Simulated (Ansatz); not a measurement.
## Geometry relaxation of CH2O (part 3 of 3)

The same run, continued: CH2O (disordered cell, 40 atoms in the cell); DFT PBE-D3(BJ), scalar-relativistic, plane waves, PAW, no spin polarisation (Ansatz 0.2.0); cutoff 420 eV, 1×1×1 k-mesh, Fermi–Dirac smearing of 0.02 eV. It belongs to a series of runs on one base structure; here: start relaxed.

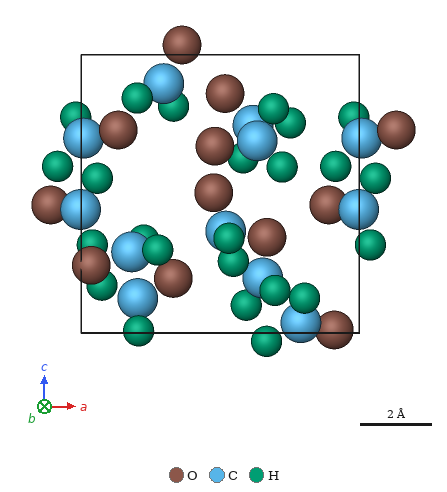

**Figure 1.** The geometry at step 10 of the log (spheres-only view of the cell of the calculation, along the b axis).

## Trajectory as extended XYZ, continued
```
40
Lattice="7.8730 0.0000 0.0000 0.0000 7.8730 0.0000 0.0000 0.0000 7.8730" Properties=species:S:1:pos:R:3:forces:R:3 step=6 energy=-8491.00966
O     3.9847    3.0580    3.9760   -0.0194  -0.0081  -0.0663
C     4.1062    2.7381    2.8138   -0.0813  -0.0858  -0.0948
H     4.0502    1.6685    2.4889    0.0531   0.1743   0.1135
H     4.2620    3.4963    2.0053   -0.0119  -0.0789   0.1266
O     1.3420    6.7486    5.8175   -0.1533   0.0587   0.0649
C     0.2671    7.2908    5.7464    0.0994  -0.0295   0.1279
H    -0.0301    8.1324    6.4413    0.0895  -0.1266  -0.1554
H    -0.4935    6.9862    4.9967   -0.1389  -0.0738  -0.1353
O     2.5216    5.7441    1.3588   -0.3678  -0.2078  -0.0186
C     1.5053    5.1229    1.1194   -0.1409   0.0934   0.3492
H     0.5139    5.3576    1.6225    0.5711  -0.0298  -0.3674
H     1.5022    4.2555    0.4186   -0.0029   0.1448   0.0273
O     5.1723    7.1007    2.7428   -0.0696   0.0078  -0.4627
C     4.9565    6.9847    1.5507    0.1149   0.2548   0.1724
H     4.5804    7.8584    0.9428    0.0611  -0.3635   0.1208
H     5.1203    6.0326    0.9972    0.0073   0.0865   0.0790
O     0.1573    0.3368    1.6840    0.1977   0.0153   0.0485
C     1.2755    0.5508    2.1184   -0.2078   0.1272   0.0299
H     1.9629   -0.2693    2.4083    0.0202   0.0278  -0.0654
H     1.6414    1.5981    2.2540    0.0238  -0.1225   0.0494
O     4.0280    4.7621    6.6101    0.4933   0.1655  -0.2894
C     4.9874    4.9318    5.8739   -0.4882  -0.2490   0.1888
H     4.9145    5.4921    4.9129    0.0030  -0.0463   0.1685
H     5.9825    4.4911    6.1281   -0.0527   0.1736  -0.1283
O     2.8864    1.8132    8.0306   -0.1899  -0.0150  -0.4226
C     2.5253    1.9666    6.8708    0.2956   0.5056   0.3535
H     2.6740    2.9587    6.3620   -0.0939  -0.4028   0.1013
H     2.0911    1.1354    6.2904   -0.1153  -0.0082   0.0350
O     6.8899    4.1669    3.6727    0.0449  -0.0552  -0.0466
C     7.6510    3.2433    3.5019    0.1738   0.0760   0.0236
H     7.9026    2.8667    2.4804   -0.0830   0.0606   0.1497
H     8.1637    2.7428    4.3660   -0.0460  -0.0367  -0.0863
O     6.9315    3.7118    0.3574   -0.2651  -0.3789  -0.0853
C     6.1020    2.8176    0.3296    0.1861   0.1458   0.1730
H     5.1814    2.8789   -0.2875    0.0489   0.0676  -0.0689
H     6.2277    1.9006    0.9552    0.0372   0.0466  -0.0422
O     3.9706    0.1892    5.3825   -0.0709   0.0199  -0.0568
C     5.1677    0.2518    5.4673    0.1075   0.0593  -0.0912
H     5.7051   -0.2209    6.3314    0.0279   0.0601  -0.0202
H     5.7993    0.7605    4.6907   -0.0578  -0.0520   0.1996
40
Lattice="7.8730 0.0000 0.0000 0.0000 7.8730 0.0000 0.0000 0.0000 7.8730" Properties=species:S:1:pos:R:3:forces:R:3 step=8 energy=-8491.25740
O     3.8474    3.1642    3.9886    0.0099  -0.0670  -0.2112
C     4.0691    2.7968    2.8530    0.0134  -0.0547  -0.0010
H     4.0908    1.7136    2.5731    0.0196   0.1247   0.1416
H     4.2573    3.5209    2.0235   -0.0235  -0.0041   0.0998
O     1.1820    6.4541    5.6987   -0.0316   0.0036   0.0425
C     0.1140    7.0042    5.5958   -0.0566  -0.1314  -0.0433
H    -0.1607    7.8837    6.2399    0.0626   0.0020  -0.0476
H    -0.6628    6.6588    4.8685    0.0159   0.0604   0.0040
O     2.6476    5.6758    1.4703   -0.9113  -0.4305  -0.2107
C     1.6112    5.1611    1.0730    0.0571   0.4017   0.3608
H     0.5857    5.4377    1.4863    0.7254  -0.0530  -0.2141
H     1.6003    4.3755    0.2854    0.1171   0.1239   0.0486
O     5.3095    7.1758    2.6919   -0.0448  -0.0201  -0.3226
C     5.1002    6.9571    1.5151   -0.0595   0.2811   0.0977
H     4.6611    7.7566    0.8487    0.1064  -0.3356   0.1515
H     5.3158    5.9775    1.0326    0.0224   0.0730   0.0723
O     0.2465    0.3999    1.7705    0.2162   0.0405   0.1213
C     1.3646    0.5797    2.2218   -0.1880   0.0141  -0.1480
H     2.0581   -0.2628    2.4250    0.0105   0.0536  -0.0181
H     1.7324    1.6100    2.4446   -0.0030  -0.1149   0.0801
O     4.0461    4.7699    6.6794    0.4212   0.1095  -0.3994
C     4.9240    4.9639    5.8528   -0.2940  -0.0901   0.4646
H     4.7459    5.5231    4.9066   -0.0136  -0.0838   0.0953
H     5.9641    4.5884    6.0306   -0.1443   0.0772  -0.1413
O     2.8610    1.8445    8.0711   -0.1744  -0.0366  -0.3578
C     2.3936    2.0201    6.9563    0.0889  -0.0322   0.3053
H     2.5716    2.9754    6.4144   -0.0278  -0.1168  -0.0624
H     1.7890    1.2321    6.4453    0.0766   0.1488   0.1504
O     7.0270    4.2605    3.7227   -0.1152   0.1515  -0.0195
C     7.7790    3.3324    3.5531    0.1487  -0.1920   0.0779
H     8.0171    2.9469    2.5365    0.0021   0.0504  -0.0095
H     8.2679    2.8072    4.4154   -0.0067   0.0263  -0.0661
O     7.0351    3.5552    0.2728   -0.4175  -0.4029  -0.0192
C     6.1358    2.7280    0.3195    0.4270   0.2704  -0.0083
H     5.2070    2.8351   -0.2802    0.0145   0.0490   0.0008
H     6.2227    1.8296    0.9743    0.0159   0.0392   0.0030
O     3.8659    0.3040    5.3255    0.1188   0.0748  -0.0347
C     5.0630    0.3549    5.4613   -0.1592  -0.0262  -0.0494
H     5.5645   -0.1344    6.3373    0.0033   0.0593  -0.0251
H     5.7292    0.8749    4.7286   -0.0228  -0.0428   0.0923
40
Lattice="7.8730 0.0000 0.0000 0.0000 7.8730 0.0000 0.0000 0.0000 7.8730" Properties=species:S:1:pos:R:3:forces:R:3 step=9 energy=-8491.32647
O     3.8068    3.2087    3.9756    0.1023  -0.0580  -0.1886
C     4.1066    2.8271    2.8629   -0.2362  -0.0632  -0.0013
H     4.1565    1.7409    2.6030    0.0823   0.0883   0.1412
H     4.2984    3.5408    2.0272    0.0622   0.0357   0.0675
O     1.1243    6.2686    5.6765   -0.2083   0.1392  -0.0009
C     0.0852    6.8681    5.5225    0.0467  -0.2710   0.0572
H    -0.1735    7.7683    6.1433    0.1138   0.0164  -0.0518
H    -0.6871    6.5371    4.7852    0.0661   0.0873  -0.0228
O     2.6479    5.6376    1.5315   -0.6621  -0.2808  -0.2666
C     1.6206    5.1921    1.0441    0.1820  -0.0205   0.1566
H     0.6066    5.4573    1.4452    0.2852   0.0593  -0.0892
H     1.6147    4.4648    0.1936    0.1706   0.2871   0.1657
O     5.3099    7.2020    2.6937   -0.0461   0.0012  -0.0653
C     5.1011    6.9358    1.5297    0.0674   0.2155  -0.0741
H     4.6517    7.6988    0.8382    0.0048  -0.2345   0.0741
H     5.3550    5.9519    1.0781   -0.0177   0.0131   0.0684
O     0.2733    0.4373    1.8239    0.0684  -0.0061   0.0764
C     1.3994    0.6020    2.2557    0.0278   0.0441  -0.1256
H     2.1110   -0.2448    2.3824   -0.0562   0.1301   0.0008
H     1.7604    1.6222    2.5369    0.0007  -0.1820   0.0719
O     4.0379    4.7811    6.7404    0.1935   0.0244  -0.2218
C     4.8706    4.9681    5.8726   -0.0676   0.0889   0.2624
H     4.6429    5.5178    4.9306   -0.0073  -0.0965   0.0907
H     5.9238    4.6136    6.0058   -0.1228   0.0097  -0.1272
O     2.8811    1.8437    8.0825   -0.3266  -0.0504  -0.3978
C     2.3593    2.0269    6.9926    0.1636  -0.1550   0.2132
H     2.5933    2.9497    6.4101   -0.1410  -0.2042  -0.0254
H     1.6584    1.2707    6.5316    0.2552   0.3591   0.2881
O     7.0537    4.3047    3.7107   -0.0694   0.0801  -0.0479
C     7.8305    3.3937    3.5484   -0.0116  -0.1987   0.1007
H     8.0748    3.0057    2.5351    0.0519   0.0684  -0.0373
H     8.3138    2.8726    4.4138    0.0317   0.0606  -0.0489
O     7.0881    3.4771    0.1942   -0.5136  -0.2121   0.2557
C     6.1368    2.7227    0.3464    0.7566  -0.1608  -0.7694
H     5.2223    2.8134   -0.2802   -0.0878   0.1501   0.2676
H     6.2248    1.8250    1.0015   -0.0929   0.1828   0.2305
O     3.8349    0.3777    5.3159    0.0520   0.0259  -0.0612
C     5.0325    0.3859    5.4559   -0.1382   0.0836   0.0333
H     5.5145   -0.1008    6.3429    0.0175   0.0067  -0.0174
H     5.7171    0.8859    4.7301    0.0037  -0.0639   0.0187
40
Lattice="7.8730 0.0000 0.0000 0.0000 7.8730 0.0000 0.0000 0.0000 7.8730" Properties=species:S:1:pos:R:3:forces:R:3 step=10 energy=-8491.49333
O     3.7489    3.2844    3.9709    0.0237  -0.0487  -0.1380
C     4.0868    2.8605    2.8850   -0.0454   0.0102   0.0060
H     4.1792    1.7664    2.6827    0.0342   0.0372   0.0759
H     4.3033    3.5442    2.0306    0.0064   0.0153   0.0484
O     1.0453    6.0990    5.7471   -0.5624   0.3571  -0.0760
C     0.0640    6.7790    5.5174    0.3839  -0.3747   0.0515
H    -0.1596    7.7060    6.1109    0.0990  -0.0376  -0.0195
H    -0.6714    6.5155    4.7182    0.0918   0.0319   0.0201
O     2.6041    5.6271    1.5456   -0.4825  -0.2319  -0.2749
C     1.5974    5.2372    0.9759    0.2990  -0.0160   0.0512
H     0.5828    5.4944    1.3559    0.0336   0.0466  -0.0153
H     1.6214    4.5959    0.0613    0.1651   0.2333   0.1939
O     5.2568    7.2514    2.7096   -0.0423  -0.1330  -0.4500
C     5.1363    6.8759    1.5579    0.0244   0.1939   0.2810
H     4.6695    7.5427    0.7874    0.0331  -0.1906   0.0650
H     5.4815    5.8748    1.2064   -0.0469   0.1171   0.1115
O     0.2804    0.4367    1.9169    0.0272  -0.0375   0.0176
C     1.4236    0.6097    2.2976    0.0609   0.0414  -0.0119
H     2.1624   -0.2204    2.3500   -0.0696   0.1062  -0.0276
H     1.7683    1.6164    2.6310    0.0315  -0.1234   0.0538
O     4.0693    4.7666    6.7791    0.1075   0.0277  -0.0843
C     4.8602    4.9806    5.8816   -0.0005   0.0062   0.1137
H     4.5830    5.5401    4.9605   -0.0039  -0.0269   0.0636
H     5.9168    4.6219    5.9489   -0.0865   0.0215  -0.0760
O     2.8505    1.8690    8.1548   -0.2259  -0.0697  -0.2941
C     2.3336    2.0223    7.0598    0.1442  -0.0380   0.1953
H     2.6108    2.8958    6.4231   -0.1322  -0.1959  -0.0056
H     1.5826    1.2920    6.6529    0.1755   0.2471   0.1788
O     7.0042    4.3022    3.6255    0.0780  -0.1457  -0.0961
C     7.8510    3.4444    3.4973   -0.1000   0.0538   0.0683
H     8.1843    3.0937    2.4942    0.0087   0.0714   0.0112
H     8.3267    2.9524    4.3810    0.0138   0.0433  -0.0228
O     7.1616    3.3936    0.0862   -0.4198  -0.2959   0.1174
C     6.2163    2.6460    0.2934    0.4186   0.1597  -0.3490
H     5.2435    2.7806   -0.2355    0.0543   0.0278   0.1514
H     6.3193    1.7802    0.9867   -0.0341   0.0667   0.0718
O     3.7818    0.4666    5.2900    0.0125   0.0417  -0.0510
C     4.9780    0.4443    5.4417   -0.0542   0.0361   0.0192
H     5.4399   -0.0210    6.3507    0.0060   0.0251   0.0134
H     5.6853    0.8838    4.6997   -0.0250  -0.0528   0.0110
40
Lattice="7.8730 0.0000 0.0000 0.0000 7.8730 0.0000 0.0000 0.0000 7.8730" Properties=species:S:1:pos:R:3:forces:R:3 step=11 energy=-8491.54503
O     3.6928    3.3437    3.9496    0.0167  -0.0191  -0.0653
C     4.0880    2.8905    2.8955   -0.0938   0.0061  -0.0505
H     4.2126    1.7908    2.7398    0.0588   0.0709   0.0406
H     4.3135    3.5508    2.0244    0.0235  -0.0154   0.0675
O     0.9568    5.9595    5.8509   -1.4194   1.2995  -0.6625
C     0.0701    6.7478    5.5071    0.8892  -1.2353   0.5646
H    -0.1274    7.6900    6.0860    0.1892  -0.0862  -0.0992
H    -0.6301    6.5445    4.6527    0.3302   0.0057   0.1050
O     2.5569    5.6102    1.5598   -0.3190  -0.1679  -0.2508
C     1.5817    5.2685    0.9109    0.3142  -0.0617  -0.0029
H     0.5569    5.5140    1.2615   -0.0776   0.0227  -0.0286
H     1.6545    4.7023   -0.0493    0.1200   0.1973   0.2726
O     5.2071    7.3222    2.7106   -0.1181  -0.6827  -1.4694
C     5.1305    6.8241    1.5852    0.1961   0.5056   0.9483
H     4.6543    7.3969    0.7382    0.1222  -0.3113   0.3024
H     5.5513    5.8066    1.3355   -0.2474   0.4627   0.2238
O     0.2943    0.4340    1.9800    0.0896  -0.0749   0.0500
C     1.4475    0.6060    2.3356    0.0216   0.0516  -0.1046
H     2.2074   -0.2057    2.3109   -0.1156   0.0830   0.0033
H     1.7834    1.5952    2.7168    0.0520  -0.0718   0.0937
O     4.1152    4.7560    6.8142    0.0501   0.0239  -0.0443
C     4.8647    4.9876    5.8868    0.0798  -0.0120   0.0762
H     4.5487    5.5741    4.9965   -0.0153  -0.0117   0.0293
H     5.9195    4.6183    5.8905   -0.1047   0.0226  -0.0522
O     2.8365    1.8636    8.2205   -0.0954   0.0032  -0.1006
C     2.3140    2.0090    7.1298    0.2978   0.0651   0.0733
H     2.6203    2.8409    6.4509   -0.1408  -0.1509   0.0678
H     1.5406    1.3016    6.7622   -0.0944   0.0478   0.0199
O     6.9011    4.2504    3.5289    1.0449  -0.7434  -0.2033
C     7.8657    3.4955    3.4442   -0.9275   0.3798  -0.0184
H     8.2916    3.1780    2.4548   -0.1072   0.2457   0.2445
H     8.3319    3.0386    4.3508    0.0205   0.1581  -0.0527
O     7.2179    3.2973   -0.0317   -0.3002  -0.1765   0.0696
C     6.2675    2.5944    0.2709   -0.0402   0.0564  -0.3382
H     5.2423    2.7598   -0.1707    0.3814   0.0007   0.2253
H     6.3936    1.7417    0.9779   -0.0238   0.0703   0.0442
O     3.7385    0.5440    5.2736   -0.0185   0.0500  -0.0428
C     4.9324    0.4918    5.4360    0.0914   0.0032  -0.0468
H     5.3748    0.0560    6.3706   -0.0084   0.0613   0.0119
H     5.6609    0.8613    4.6713   -0.1213  -0.0717   0.0981
40
Lattice="7.8730 0.0000 0.0000 0.0000 7.8730 0.0000 0.0000 0.0000 7.8730" Properties=species:S:1:pos:R:3:forces:R:3 step=12 energy=-8491.73969
O     3.6344    3.3875    3.9424    0.0066  -0.0285  -0.0923
C     4.0980    2.9605    2.9043    0.0095   0.0033   0.0133
H     4.2877    1.8696    2.7506    0.0026   0.0673   0.0365
H     4.3433    3.6375    2.0531   -0.0189  -0.0172   0.0415
O     0.9055    5.8883    5.7268   -0.3043   0.2236  -0.1307
C     0.0527    6.6828    5.3890    0.1579  -0.2010  -0.0212
H    -0.1212    7.6265    5.9694    0.0329  -0.0307  -0.0238
H    -0.6010    6.5228    4.4942    0.1147   0.0015   0.1100
O     2.5425    5.5841    1.5923   -0.2252  -0.0932  -0.1528
C     1.6200    5.2838    0.8555    0.0598  -0.0165   0.0423
H     0.5671    5.5394    1.1235    0.0766  -0.0156  -0.0309
H     1.7722    4.7558   -0.1102    0.0668   0.1068   0.1203
O     5.1299    7.3466    2.7073    0.0059  -0.2000  -0.4367
C     5.0728    6.7902    1.6251   -0.0112   0.1916   0.2431
H     4.6009    7.2944    0.7439    0.0636  -0.1285   0.1056
H     5.4845    5.7674    1.4511   -0.0630   0.1327   0.0857
O     0.3285    0.4084    2.0334    0.0296  -0.0389   0.0008
C     1.4820    0.5844    2.3855    0.0268   0.0726   0.0266
H     2.2549   -0.2053    2.2912   -0.0475   0.0602  -0.0043
H     1.8000    1.5404    2.8602    0.0343  -0.0945   0.0113
O     4.1324    4.7871    6.8538    0.1182   0.0290  -0.0744
C     4.8394    5.0101    5.8908    0.0152  -0.0618   0.0703
H     4.4903    5.6127    5.0244   -0.0098   0.0090   0.0200
H     5.8809    4.6119    5.8300   -0.0787   0.0100  -0.0283
O     2.8624    1.8603    8.2724   -0.0288  -0.0071  -0.0120
C     2.2935    2.0118    7.2073    0.0261  -0.0348   0.0276
H     2.6124    2.7973    6.4869   -0.0714  -0.0676   0.0120
H     1.4297    1.3716    6.9131    0.0586   0.0532   0.0290
O     6.8943    4.2093    3.4404    0.3757  -0.2990  -0.0585
C     7.9088    3.5364    3.3999   -0.2227   0.1437   0.0816
H     8.3723    3.2321    2.4305   -0.0449   0.0736   0.0962
H     8.4243    3.1851    4.3301   -0.0787   0.1151  -0.1298
O     7.2891    3.1636   -0.1064   -0.1895  -0.0980   0.0131
C     6.3217    2.5238    0.2682    0.0108   0.0676  -0.0852
H     5.2927    2.7295   -0.1236    0.1737  -0.0139   0.0818
H     6.4313    1.7084    1.0214    0.0023   0.0469  -0.0145
O     3.6802    0.5914    5.2830   -0.0370   0.0353  -0.0293
C     4.8691    0.5114    5.4734    0.1256  -0.0077   0.0232
H     5.2814    0.1571    6.4589   -0.0383   0.0853  -0.0733
H     5.6189    0.7764    4.6870   -0.1222  -0.0727   0.1072
40
Lattice="7.8730 0.0000 0.0000 0.0000 7.8730 0.0000 0.0000 0.0000 7.8730" Properties=species:S:1:pos:R:3:forces:R:3 step=13 energy=-8491.82608
O     3.5435    3.4501    3.9308    0.1512  -0.1141  -0.2361
C     4.0975    3.0356    2.9294   -0.1169   0.0120   0.1372
H     4.3417    1.9517    2.7958   -0.0097   0.0985   0.0515
H     4.3663    3.7146    2.0881   -0.0134  -0.0055   0.0425
O     0.8572    5.8090    5.5497    0.1597  -0.1185   0.0705
C     0.0508    6.6408    5.2129   -0.2453   0.1136  -0.1130
H    -0.0918    7.5825    5.8050    0.0324  -0.0018  -0.0435
H    -0.6020    6.5138    4.3144    0.0851   0.0414   0.0742
O     2.4832    5.5588    1.6423   -0.2614  -0.0753  -0.1870
C     1.6083    5.3088    0.8314    0.0277   0.0281   0.0585
H     0.5340    5.5319    1.0562    0.1849  -0.0513  -0.0336
H     1.8302    4.8669   -0.1649    0.0268   0.0933   0.1085
O     5.1196    7.3765    2.6822   -0.0066  -0.0650  -0.1589
C     5.0366    6.7424    1.6495   -0.0199   0.1173   0.0087
H     4.5582    7.1783    0.7382    0.0501  -0.0754   0.0795
H     5.4345    5.7080    1.5490   -0.0281   0.0389   0.0485
O     0.3830    0.3887    2.1677    0.0342  -0.0255   0.0123
C     1.5426    0.5781    2.4937    0.0269   0.0962  -0.0422
H     2.3311   -0.1840    2.3272   -0.0629   0.0698   0.0483
H     1.8556    1.5180    3.0046    0.0108  -0.1293  -0.0071
O     4.2401    4.8690    6.8748    0.2013   0.0448  -0.2503
C     4.8669    5.0418    5.8447    0.0112  -0.1451   0.2465
H     4.4675    5.6561    5.0074    0.0099   0.0011   0.0174
H     5.8795    4.5885    5.6885   -0.2253   0.0569   0.0157
O     2.8576    1.8429    8.3226   -0.0210   0.0293  -0.0418
C     2.2621    1.9367    7.2647   -0.0318  -0.1032  -0.0207
H     2.5660    2.6700    6.4850   -0.0779  -0.0137   0.0648
H     1.3844    1.2869    7.0283    0.1352   0.0892   0.0452
O     6.9092    4.2163    3.4302    0.1529  -0.1630  -0.0574
C     7.9697    3.6222    3.4280    0.0205  -0.0695   0.1760
H     8.4680    3.3235    2.4769   -0.0043   0.0441   0.0384
H     8.4991    3.3370    4.3757   -0.1517   0.1362  -0.2191
O     7.2963    3.0871   -0.1807   -0.1696  -0.0827   0.0240
C     6.3407    2.4813    0.2712    0.0541   0.0435  -0.0045
H     5.2971    2.6903   -0.0692    0.1027   0.0119   0.0270
H     6.4714    1.6951    1.0527    0.0290   0.0464  -0.0319
O     3.6058    0.6269    5.2657   -0.0430   0.0084  -0.0316
C     4.7888    0.5091    5.4790    0.2540   0.0146   0.0664
H     5.1723    0.2270    6.5033   -0.0624   0.0946  -0.2013
H     5.5571    0.6737    4.6779   -0.2098  -0.0910   0.2186
```
